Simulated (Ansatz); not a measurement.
# SiAsH₃ (triplet): one geometry, many settings

Aim: run SiAsH₃ (triplet) at one geometry under a spread of methods and options, and see what each costs and gives.

Program: Ansatz 0.2.0, Gaussian basis. Level of theory: the settings change from run to run. These are calculated values, not measurements.

22 further runs of the same task are left out: 8 that didn't finish, 14 set aside as unsound or not needed.

### Step 1. What is computed

The geometry is a PBE0/def2-TZVP stationary point (not a proven minimum). No spin-orbit coupling is included. The filled d shell of As may be among the frozen orbitals whatever the setting's name suggests; the logs give the count.

5 atoms, charge 0, spin multiplicity 3.

Atoms are counted from 1 here; the program's logs count them from 0.

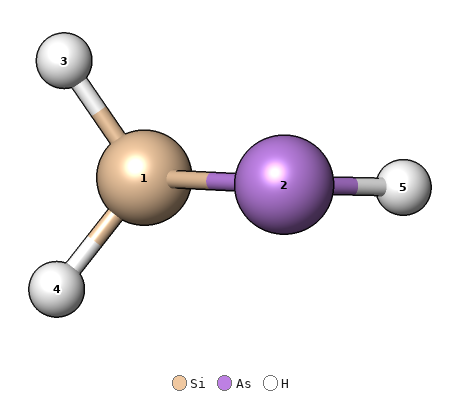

The geometry (silicon light orange, arsenic purple, hydrogen white); atoms are numbered from 1 in the order of the file.

### Step 2. MRCISD+Q(12,8)/STO-3G

in.yaml

```yaml
crystal:
  periodic: [false, false, false]
  atoms:
    - {symbol: Si, position_ang: [0.000000, -0.118182, 1.675460]}
    - {symbol: As, position_ang: [0.000000, 0.048814, -0.676359]}
    - {symbol: H, position_ang: [-1.203885, 0.563494, 2.239718]}
    - {symbol: H, position_ang: [1.203884, 0.563498, 2.239718]}
    - {symbol: H, position_ang: [0.000003, -1.462319, -0.890139]}
basis:
  gaussian: {orbitals: STO-3G}
magnetization: {spin_polarized: false, initial_magnetization: 2}
correlation: {method: fic_mrcisd_q, electrons: valence, active_space: {window: {electrons: 12, orbitals: 8}}}
accuracy: high
```

On the command line:

```
> ansatz run in.yaml --threads 1 --pin off --events-out ev --progress --plain --max-ram 2393MiB
```

Standard output, cut to the lines that bear on the results:

```text
Functional definition: HF
  name "HF"
  cite "Fock, Z. Phys. 61, 126 (1930) doi:10.1007/BF01340294"
  parent pbe
[...]
445 factors; integrals over basis functions are off by at most 6.9e-9 eV
[...]
mean field -67935.16753716 eV, -2496.5713588801 hartree, gradient 2.6e-8 eV, S^2 2.000000; 0 other end points of the search recorded, 0 dependent functions left out
reference -67935.16753716 eV, -2496.5713588801 hartree; 26, 24 occupied and 4, 6 virtual orbitals, 445 factors
state -67935.75790320 eV, -2496.5930544319 hartree
contracted CI cycle   1: correlation 0.00000000 eV, 0.0000000000 hartree, residual 7.11e0 eV
contracted CI cycle   2: correlation -1.41731438 eV, -0.0520853429 hartree, residual 1.69e0 eV
contracted CI cycle   3: correlation -1.49709433 eV, -0.0550172018 hartree, residual 3.79e-1 eV
contracted CI cycle   4: correlation -1.50063211 eV, -0.0551472130 hartree, residual 1.04e-1 eV
contracted CI cycle   5: correlation -1.50084492 eV, -0.0551550333 hartree, residual 3.40e-2 eV
contracted CI cycle   6: correlation -1.50086874 eV, -0.0551559087 hartree, residual 1.24e-2 eV
contracted CI cycle   7: correlation -1.50087152 eV, -0.0551560110 hartree, residual 4.33e-3 eV
contracted CI cycle   8: correlation -1.50087178 eV, -0.0551560206 hartree, residual 1.05e-3 eV
contracted CI cycle   9: correlation -1.50087180 eV, -0.0551560214 hartree, residual 3.40e-4 eV
contracted CI cycle  10: correlation -1.50087180 eV, -0.0551560215 hartree, residual 1.05e-4 eV
[...]
state -67935.57688805 eV, -2496.5864022478 hartree
contracted CI cycle   1: correlation 0.00000000 eV, 0.0000000000 hartree, residual 7.61e0 eV
contracted CI cycle   2: correlation -1.59280098 eV, -0.0585343562 hartree, residual 1.82e0 eV
contracted CI cycle   3: correlation -1.68162808 eV, -0.0617986922 hartree, residual 3.67e-1 eV
contracted CI cycle   4: correlation -1.68462171 eV, -0.0619087060 hartree, residual 8.97e-2 eV
contracted CI cycle   5: correlation -1.68476923 eV, -0.0619141271 hartree, residual 2.68e-2 eV
contracted CI cycle   6: correlation -1.68478290 eV, -0.0619146295 hartree, residual 9.23e-3 eV
contracted CI cycle   7: correlation -1.68478438 eV, -0.0619146840 hartree, residual 3.16e-3 eV
contracted CI cycle   8: correlation -1.68478454 eV, -0.0619146897 hartree, residual 9.21e-4 eV
contracted CI cycle   9: correlation -1.68478455 eV, -0.0619146902 hartree, residual 2.90e-4 eV
contracted CI cycle  10: correlation -1.68478455 eV, -0.0619146903 hartree, residual 8.20e-5 eV
contracted CI cycle  11: correlation -1.68478455 eV, -0.0619146903 hartree, residual 2.39e-5 eV
contracted CI cycle  12: correlation -1.68478455 eV, -0.0619146903 hartree, residual 7.90e-6 eV
state -67935.57688805 eV, -2496.5864022478 hartree; corrected -67937.34933675 eV, -2496.6515385364 hartree
state -67935.57688805 eV, -2496.5864022478 hartree; corrected -67937.34933675 eV, -2496.6515385364 hartree
the orbitals are reached from a further start. From the first start the search ends at -67935.75787904 eV, -2496.5930535440 hartree
WARN: the results are in doubt because another end's mean lies 0.181 eV lower, and its corrected mean 0.017 eV higher
Total energy: -67937.34933675 eV, -2496.6515385364 hartree
In doubt: another end's mean lies 0.181 eV lower, and its corrected mean 0.017 eV higher
```

It took 3 s on 1 thread of Arm Neoverse V2, shared host.

From the report: 384 determinants; active occupations 2.00, 2.00, 2.00, 2.00, 1.97, 1.00, 1.00, 0.03. Mind the lines of doubt at the end of the log.

### Step 3. BCCD(T) on UHF/6-31G*

Edit in.yaml of step 2 so:

```diff
@@ -9,5 +9,6 @@
 basis:
-  gaussian: {orbitals: STO-3G}
-magnetization: {spin_polarized: false, initial_magnetization: 2}
-correlation: {method: fic_mrcisd_q, electrons: valence, active_space: {window: {electrons: 12, orbitals: 8}}}
-accuracy: high
+  gaussian: {orbitals: "6-31G*"}
+magnetization: {spin_polarized: true, initial_magnetization: 2}
+hamiltonian: {pseudopotentials: {relativity: scalar}}
+correlation: {method: bccd_t, electrons: outside_noble_gas}
+scf: {lower_state_search: light}
```

Same command.

Standard output, cut to the lines that bear on the results:

```text
Functional definition: HF
  name "HF"
  cite "Fock, Z. Phys. 61, 126 (1930) doi:10.1007/BF01340294"
  parent pbe
[...]
592 factors; integrals over basis functions are off by at most 1.0e-3 eV
[...]
mean field -69248.20338292 eV, -2544.8245362042 hartree, gradient 2.2e-6 eV, S^2 2.015160; 1 other end points of the search recorded, 0 dependent functions left out
determinant -69248.20338292 eV, -2544.8245362042 hartree, with singles and doubles -69253.22132469 eV, -2545.0089421631 hartree
determinant -69245.65593755 eV, -2544.7309193135 hartree, with singles and doubles -69250.67503990 eV, -2544.9153679227 hartree
19 core orbitals not correlated: weight in the atoms' cores, before any rotation towards them, 1.000 or more for the frozen orbitals, at most 0.000 for the correlated occupied ones
reference -69248.20338292 eV, -2544.8245362042 hartree; 7, 5 occupied and 34, 36 virtual orbitals, 592 factors
second order -4.03268766 eV of doubles, -0.00000000 eV of singles
cycle   1  -5.01364514 eV  change   -9.1e-2 eV  update   1.6e-2
[...]
cycle   9  -5.02124717 eV  change    4.8e-6 eV  update   8.9e-6
perturbative correction -0.15319689 eV, -0.0056298820 hartree
Total energy: -69253.37782698 eV, -2545.0146935161 hartree
Relativity: scalar
```

Run time: 2.7 s. Hardware: 1 thread of Arm Neoverse V2, shared host.

From the report: ⟨S²⟩ of the determinant 2.015 (pure triplet: 2.00); correlation -5.1744 eV; largest double amplitude 0.07.

### Step 4. CCSD on ROHF/cc-pVDZ

in.yaml

```yaml
crystal:
  periodic: [false, false, false]
  atoms:
    - {symbol: Si, position_ang: [0.000000, -0.118182, 1.675460]}
    - {symbol: As, position_ang: [0.000000, 0.048814, -0.676359]}
    - {symbol: H, position_ang: [-1.203885, 0.563494, 2.239718]}
    - {symbol: H, position_ang: [1.203884, 0.563498, 2.239718]}
    - {symbol: H, position_ang: [0.000003, -1.462319, -0.890139]}
basis:
  gaussian: {orbitals: cc-pVDZ}
magnetization: {spin_polarized: false, initial_magnetization: 2}
correlation: {method: ccsd, electrons: outside_noble_gas}
output: {forces: true}
```

Same command.

Standard output, cut to the lines that bear on the results:

```text
Functional definition: HF
  name "HF"
  cite "Fock, Z. Phys. 61, 126 (1930) doi:10.1007/BF01340294"
  parent pbe
[...]
642 factors; integrals over basis functions are off by at most 1.3e-3 eV
[...]
mean field -68703.22968881 eV, -2524.7971223423 hartree, gradient 7.1e-6 eV, S^2 2.000000; 1 other end points of the search recorded, 0 dependent functions left out
[...]
determinant -68703.22968881 eV, -2524.7971223423 hartree, with singles and doubles -68709.20028188 eV, -2525.0165375903 hartree
determinant -68700.72854671 eV, -2524.7052070654 hartree, with singles and doubles -68706.69437744 eV, -2524.9244473008 hartree
19 core orbitals not correlated: weight in the atoms' cores, before any rotation towards them, 1.000 or more for the frozen orbitals, at most 0.000 for the correlated occupied ones
reference -68703.22968881 eV, -2524.7971223423 hartree; 7, 5 occupied and 34, 36 virtual orbitals, 642 factors
second order -4.81149580 eV of doubles, -0.08364429 eV of singles
cycle   1  -5.97072690 eV  change   -1.3e-4 eV  update   8.9e-4
[...]
cycle   9  -5.97096053 eV  change    8.5e-8 eV  update   5.3e-7
[...]
Total energy: -68709.20064934 eV, -2525.0165510944 hartree
Atom 0 at     0.000000    -0.118182     1.675460 Å, force     0.000000    -0.054850     0.363851 eV/Å
Atom 1 at     0.000000     0.048814    -0.676359 Å, force    -0.000000     0.087187    -0.430751 eV/Å
Atom 2 at    -1.203885     0.563494     2.239718 Å, force    -0.073082     0.029455     0.055323 eV/Å
Atom 3 at     1.203884     0.563498     2.239718 Å, force     0.073082     0.029455     0.055323 eV/Å
Atom 4 at     0.000003    -1.462319    -0.890139 Å, force     0.000000    -0.091247    -0.043747 eV/Å
Dipole moment:     0.000000    -0.090780    -0.006710 e Å
```

Wall time 5 s (1 thread of Arm Neoverse V2, shared host).

From the report: correlation -5.9710 eV; T1 0.022; largest double amplitude 0.06.

### Step 5. CCSD(T)/def2-SVP

Edit in.yaml of step 4 so:

```diff
@@ -9,5 +9,6 @@
 basis:
-  gaussian: {orbitals: cc-pVDZ}
+  gaussian: {orbitals: def2-SVP}
 magnetization: {spin_polarized: false, initial_magnetization: 2}
-correlation: {method: ccsd, electrons: outside_noble_gas}
-output: {forces: true}
+hamiltonian: {xc: {name: PBE0}}
+correlation: {method: ccsd_t, electrons: outside_noble_gas, diis_vectors: 12}
+scf: {lower_state_search: light}
```

Same command.

Standard output, cut to the lines that bear on the results:

```text
Functional definition: PBE0
  name "PBE0"
  cite "Adamo & Barone, J. Chem. Phys. 110, 6158 (1999) doi:10.1063/1.478522"
  cite "Perdew, Burke & Ernzerhof, Phys. Rev. Lett. 77, 3865 (1996) doi:10.1103/PhysRevLett.77.3865"
  parent pbe
[...]
639 factors; integrals over basis functions are off by at most 1.1e-3 eV
[...]
mean field -68745.00473532 eV, -2526.3323269853 hartree, gradient 4.4e-6 eV, S^2 2.000000; 0 other end points of the search recorded, 0 dependent functions left out
19 core orbitals not correlated: weight in the atoms' cores, before any rotation towards them, 1.000 or more for the frozen orbitals, at most 0.000 for the correlated occupied ones
reference -68693.54253683 eV, -2524.4411260729 hartree; 7, 5 occupied and 39, 41 virtual orbitals, 639 factors
second order -5.08129515 eV of doubles, -0.27510056 eV of singles
cycle   1  -5.98037119 eV  change   -6.3e-1 eV  update   6.3e-2
[...]
cycle  10  -6.22654903 eV  change    3.5e-6 eV  update   1.0e-5
perturbative correction -0.18558360 eV, -0.0068200715 hartree
Total energy: -68699.95466946 eV, -2524.6767676008 hartree
```

Run time: 3.4 s. Hardware: 1 thread of Arm Neoverse V2, shared host.

From the report: correlation -6.4121 eV; T1 0.019; largest double amplitude 0.05. The orbitals are Kohn-Sham ones, so correlation energy and T1 don't compare with those on Hartree-Fock orbitals.

### Step 6. CASSCF(8,6)/cc-pVDZ

Edit in.yaml of step 5 so:

```diff
@@ -9,6 +9,4 @@
 basis:
-  gaussian: {orbitals: def2-SVP}
+  gaussian: {orbitals: cc-pVDZ}
 magnetization: {spin_polarized: false, initial_magnetization: 2}
-hamiltonian: {xc: {name: PBE0}}
-correlation: {method: ccsd_t, electrons: outside_noble_gas, diis_vectors: 12}
-scf: {lower_state_search: light}
+correlation: {active_space: {window: {electrons: 8, orbitals: 6}}}
```

The command is unchanged.

Standard output:

```text
Functional definition: HF
  name "HF"
  cite "Fock, Z. Phys. 61, 126 (1930) doi:10.1007/BF01340294"
  parent pbe
  exchange = exact_x
  correlation = 0
642 factors; integrals over basis functions are off by at most 1.3e-3 eV
mean field evaluation 1: about -68702.2668 eV, gradient 9.6e0 eV
mean field evaluation 2: about -68702.2839 eV, gradient 9.6e0 eV
mean field evaluation 4: about -68703.2176 eV, gradient 9.4e-1 eV
mean field evaluation 8: about -68703.2297 eV, gradient 2.4e-4 eV
mean field -68703.22968881 eV, -2524.7971223423 hartree, gradient 7.1e-6 eV, S^2 2.000000; 0 other end points of the search recorded, 0 dependent functions left out
reference -68703.22968881 eV, -2524.7971223423 hartree; 26, 24 occupied and 34, 36 virtual orbitals, 642 factors
state -68703.72881425 eV, -2524.8154648636 hartree
Total energy: -68703.72881425 eV, -2524.8154648636 hartree
```

It took 2.8 s on 1 thread of Arm Neoverse V2, shared host.

From the report: 225 determinants; active occupations 2.00, 2.00, 1.97, 1.00, 1.00, 0.03.

### Step 7. CCSDT(Q)/B on ROHF/6-31G

Edit in.yaml of step 6 so:

```diff
@@ -9,4 +9,5 @@
 basis:
-  gaussian: {orbitals: cc-pVDZ}
+  gaussian: {orbitals: 6-31G}
 magnetization: {spin_polarized: false, initial_magnetization: 2}
-correlation: {active_space: {window: {electrons: 8, orbitals: 6}}}
+hamiltonian: {pseudopotentials: {relativity: scalar}}
+correlation: {method: ccsdt_q_b, electrons: outside_noble_gas}
```

Same command.

Standard output, cut to the lines that bear on the results:

```text
Functional definition: HF
  name "HF"
  cite "Fock, Z. Phys. 61, 126 (1930) doi:10.1007/BF01340294"
  parent pbe
[...]
875 factors; integrals over basis functions are off by at most 6.1e-8 eV
[...]
mean field -69244.27151151 eV, -2544.6800425950 hartree, gradient 2.8e-6 eV, S^2 2.000000; 1 other end points of the search recorded, 0 dependent functions left out
[...]
determinant -69244.27151151 eV, -2544.6800425950 hartree, with singles and doubles -69247.50807424 eV, -2544.7989840813 hartree
determinant -69241.74103890 eV, -2544.5870494419 hartree, with singles and doubles -69244.92989772 eV, -2544.7042378419 hartree
19 core orbitals not correlated: weight in the atoms' cores, before any rotation towards them, 0.999 or more for the frozen orbitals, at most 0.000 for the correlated occupied ones
reference -69244.27151151 eV, -2544.6800425950 hartree; 7, 5 occupied and 22, 24 virtual orbitals, 875 factors
second order -2.39788185 eV of doubles, -0.03776603 eV of singles
cycle   1  -2.96316786 eV  change   -5.3e-1 eV  update   7.1e-2
[...]
cycle  15  -3.31007800 eV  change    1.5e-6 eV  update   6.2e-7
perturbative correction -0.00249232 eV, -0.0000915910 hartree
Total energy: -69247.58408183 eV, -2544.8017773089 hartree
Relativity: scalar
```

It took 11 s on 1 thread of Arm Neoverse V2, shared host; peak memory 0.28 GiB.

From the report: correlation -3.3126 eV; T1 0.018; largest double amplitude 0.08.

### Step 8. The runs in one table

Where basis and cores are those of an earlier UCCSDT(Q)/cc-pVDZ run (-68709.4098 eV), and the state is the same kind, the miss against it is given. † marks a result that the program doubts.

```
                                    level         correlated  functions  energy (eV)  from UCCSDT(Q) (meV)   time
                  MRCISD+Q(12,8)/STO-3G †            valence         30  -67937.3493                          3 s
   BCCD(T) on UHF/6-31G* (relativity set)  outside noble gas         60  -69253.3778                        2.7 s
                     CCSD on ROHF/cc-pVDZ  outside noble gas         60  -68709.2006                 209.1    5 s
      CCSD(T)/def2-SVP (on PBE0 orbitals)  outside noble gas         65  -68699.9547                        3.4 s
                      CASSCF(8,6)/cc-pVDZ                            60  -68703.7288                5680.9  2.8 s
CCSDT(Q)/B on ROHF/6-31G (relativity set)  outside noble gas         48  -69247.5841                         11 s
```

### Step 9. Outcome

```
quantity                                            value
    runs                                                6
quickest    BCCD(T) on UHF/6-31G* (relativity set), 2.7 s
 slowest  CCSDT(Q)/B on ROHF/6-31G (relativity set), 11 s
```

In words: Total energies in different bases, with other cores or another treatment of relativity can't be set against each other. CCSDT(Q)/B on ROHF/6-31G (relativity set) took 4 times as long as BCCD(T) on UHF/6-31G* (relativity set); the jobs differ in more than the method. Hartree-Fock, CASSCF and CASCI lack dynamic correlation by design.
